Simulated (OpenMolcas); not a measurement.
# BH3Cl (charge −1): single-point calculation (part 1 of 2)

- system: BH3Cl, charge −1, SMILES [BH3-]Cl
- method: CASPT2/aug-cc-pVDZ (OpenMolcas 26.06)

The geometry comes from this level: GFN2-xTB.

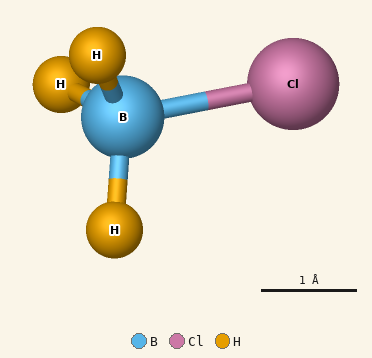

Figure 1. The structure as given in the input (ball-and-stick view, seen at a tilt). Bond lengths as drawn: B–Cl 1.87 Å and B–H 1.21 Å.

**Input file**
```
>>> EXPORT MOLCAS_PRINT=2

&gateway
 coord = struct.xyz
 basis = aug-cc-pVDZ
 group = NoSym
 ricd

&seward

&rasscf
 fileorb = $CurrDir/step2.RasOrb
 spin = 1
 nactel = 4 0 0
 inactive = 11
 ras2 = 4
 orblisting = Few
 orbappear = Compact

&caspt2
 ipea = 0.25
 shift = 0.2
```

**File struct.xyz**
```
5

B      0.082390    -0.047870     0.135930
Cl    -0.845860     0.496450    -1.396970
H      1.223080    -0.254620    -0.203070
H     -0.460100    -1.051350     0.532730
H      0.000500     0.857390     0.931390
```

Launch command:
```bash
export MOLCAS_MEM=1860
pymolcas step5.input > step5.log
```

**The program's output**
```
--- Start Module: gateway ---

                                              &GATEWAY

                       available to each process: 1.9 GB of memory, 1 thread

++    Symmetry information:
      ---------------------

                    Character Table for C1

                             E
                    a        1  x, y, xy, Rz, z, xz, Ry, yz, Rx, I
--

++    Basis set information:
      ----------------------

      Basis set label: B.AUG-CC-PVDZ.........

      Electronic valence basis set:
      ------------------
      Associated Effective Charge   5.000000 au
      Associated Actual Charge      5.000000 au
      Nuclear Model: Point charge

      Shell  nPrim  nBasis  Cartesian Spherical Contaminant
         s      10       4        X
         p       5       3        X
         d       2       2                 X

      Basis set label: CL.AUG-CC-PVDZ.........

      Electronic valence basis set:
      ------------------
      Associated Effective Charge  17.000000 au
      Associated Actual Charge     17.000000 au
      Nuclear Model: Point charge

      Shell  nPrim  nBasis  Cartesian Spherical Contaminant
         s      13       5        X
         p       9       4        X
         d       2       2                 X

      Basis set label: H.AUG-CC-PVDZ.........

      Electronic valence basis set:
      ------------------
      Associated Effective Charge   1.000000 au
      Associated Actual Charge      1.000000 au
      Nuclear Model: Point charge

      Shell  nPrim  nBasis  Cartesian Spherical Contaminant
         s       5       3        X
         p       2       2        X
--

++    Molecular structure info:
      -------------------------

                    ************************************************
                    **** Cartesian Coordinates / bohr, angstrom ****
                    ************************************************

     Center  Label                x              y              z                     x              y              z
        1      B1               0.155695      -0.090461       0.256870              0.082390      -0.047870       0.135930
        2      CL2             -1.598444       0.938155      -2.639891             -0.845860       0.496450      -1.396970
        3      H3               2.311286      -0.481162      -0.383747              1.223080      -0.254620      -0.203070
        4      H4              -0.869463      -1.986764       1.006714             -0.460100      -1.051350       0.532730
        5      H5               0.000945       1.620232       1.760072              0.000500       0.857390       0.931390

                    ***************************************
                    *    InterNuclear Distances / bohr    *
                    ***************************************

               1 B1            2 CL2           3 H3            4 H4            5 H5
    1 B1       0.000000
    2 CL2      3.539248        0.000000
    3 H3       2.282458        4.731874        0.000000
    4 H4       2.282362        4.731203        3.783832        0.000000
    5 H5       2.282550        4.731062        3.788073        3.786235        0.000000

                    *******************************************
                    *    InterNuclear Distances / angstrom    *
                    *******************************************

               1 B1            2 CL2           3 H3            4 H4            5 H5
    1 B1       0.000000
    2 CL2      1.872889        0.000000
    3 H3       1.207825        2.504000        0.000000
    4 H4       1.207774        2.503645        2.002317        0.000000
    5 H5       1.207873        2.503570        2.004562        2.003589        0.000000

                    **************************************
                    *    Valence Bond Angles / degree    *
                    **************************************
                          Atom centers                 Phi
                      3 H3       1 B1       4 H4       111.97
                      3 H3       1 B1       5 H5       112.16
                      4 H4       1 B1       5 H5       112.08
--

            Nuclear Potential Energy             42.15974792 au

--- Stop Module: gateway /rc=_RC_ALL_IS_WELL_ ---

--- Start Module: seward ---

                                              &SEWARD

                       available to each process: 1.9 GB of memory, 1 thread

               SEWARD will generate:
                  Multipole Moment integrals up to order  2
                  Kinetic Energy integrals
                  Nuclear Attraction integrals (point charge)
                  One-Electron Hamiltonian integrals
                  Velocity integrals
                  Orbital angular momentum around ( -1.0760   0.6317  -1.7772 )
                  Velocity quadrupole around ( -1.0760   0.6317  -1.7772 )
                  RI decomposed two-electron repulsion integrals stored Cholesky style
                   - acCD auxiliary basis
                   - CD Threshold:   1.00E-04

                   Integrals are discarded if absolute value <: 1.00E-14
                   Integral cutoff threshold is set to       <: 1.00E-16

            Nuclear Potential Energy             42.15974792 au

      Basis set specifications :
      Symmetry species         a
      Basis functions           77

--- Stop Module: seward /rc=_RC_ALL_IS_WELL_ ---
--- Module seward spent 1 second ---

--- Start Module: rasscf ---

                                              &RASSCF

                       available to each process: 1.9 GB of memory, 1 thread

      Header of the ONEINT file:
      --------------------------

      OrdInt status: non-squared

      Cartesian coordinates in angstrom:
      -----------------------------------------------------
      No.  Label        X            Y            Z
      -----------------------------------------------------
       1   B1         0.08239000  -0.04787000   0.13593000
       2   CL2       -0.84586000   0.49645000  -1.39697000
       3   H3         1.22308000  -0.25462000  -0.20307000
       4   H4        -0.46010000  -1.05135000   0.53273000
       5   H5         0.00050000   0.85739000   0.93139000
      -----------------------------------------------------
      Nuclear repulsion energy =   42.15974792

++    Wave function specifications:
      -----------------------------

      Number of closed shell electrons          22
      Number of electrons in active shells       4
      Max number of holes in RAS1 space          0
      Max nr of electrons in RAS3 space          0
      Number of inactive orbitals               11
      Number of active orbitals                  4
      Number of secondary orbitals              62
      Spin quantum number                      0.0
      State symmetry                             1
--

++    Orbital specifications:
      -----------------------

      Symmetry species                           1
                                                 a
      Frozen orbitals                            0
      Inactive orbitals                         11
      Active orbitals                            4
      RAS1 orbitals                              0
      RAS2 orbitals                              4
      RAS3 orbitals                              0
      Secondary orbitals                        62
      Deleted orbitals                           0
      Number of basis functions                 77
--

++    CI expansion specifications:
      ----------------------------

      Number of CSFs                            20
      Number of spin combinations               21
      Number of determinants                    36
      Number of root(s) required                 1
      Root chosen for geometry opt.              1
      CI root used                               1

      highest root included in the CI            1
      max. size of the explicit Hamiltonian     20
--

++    Optimization specifications:
      ----------------------------

      RASSCF algorithm: LK RI/DF
      Maximum number of macro iterations       200
      Maximum number of SX iterations          100
      Threshold for RASSCF energy            1.000E-08
      Threshold for max MO rotation          1.000E-01
      Threshold for max BLB element          1.000E-04
      Level shift parameter                  5.000E-01
      Make Quasi-Newton update
--

      The MO-coefficients are taken from the file:
      step2.RasOrb
      Title: RASSCF average (pseudo-natural) orbitals

      Total molecular charge   -1.00

      ************************************************************************************************************************
      *                                            Wave function control section                                             *
      ************************************************************************************************************************

                                         RASSCF iterations: Energy and convergence statistics
                                         ----------------------------------------------------

          iter iter root      energy       change     param      element    value   shift minimum  type update hh:mm:ss
 Nr of preliminary CI iterations:   1
        1   1    4    1  -486.01030921    0.00E+00  -2.72E-05   13  26 1 -3.32E-06   0.15   0.00    SX    NO    0:00:00
        2   1    3    1  -486.01030921   -6.73E-10  -1.08E-05   12  26 1  1.82E-06   0.15   0.00    SX    NO    0:00:00
        3   1    3    1  -486.01030921   -1.62E-10  -8.42E-06   12  26 1  1.18E-06   0.15   0.00    SX    NO    0:00:00
        4   1    3    1  -486.01030921   -6.63E-11  -7.59E-06   12  26 1  7.84E-07   0.15   0.00    SX    NO    0:00:00
      Convergence after  4 iterations
        5   1    3    1  -486.01030921   -3.09E-11  -7.59E-06   12  26 1  5.38E-07   0.15   0.00    SX    NO    0:00:00

      ************************************************************************************************************************
                                                      Wave function printout:
                       occupation of active orbitals, and spin coupling of open shells (u,d: Spin up or down)
      ************************************************************************************************************************

      Note: transformation to natural orbitals
      has been made, which may change the order of the CSFs.

      printout of CI-coefficients larger than  0.05 for root  1
      energy=    -486.010309
      conf/sym  1111     Coeff  Weight
             1  2200  -0.99205 0.98416
             6  2020   0.06030 0.00364
            15  uudd   0.08045 0.00647

      Natural orbitals and occupation numbers for root  1
      sym 1:   1.985091   1.983067   0.018181   0.013661

      ************************************************************************************************************************
      *                                                    Final results                                                     *
      ************************************************************************************************************************

++    Final optimization conditions:
      ------------------------------
```
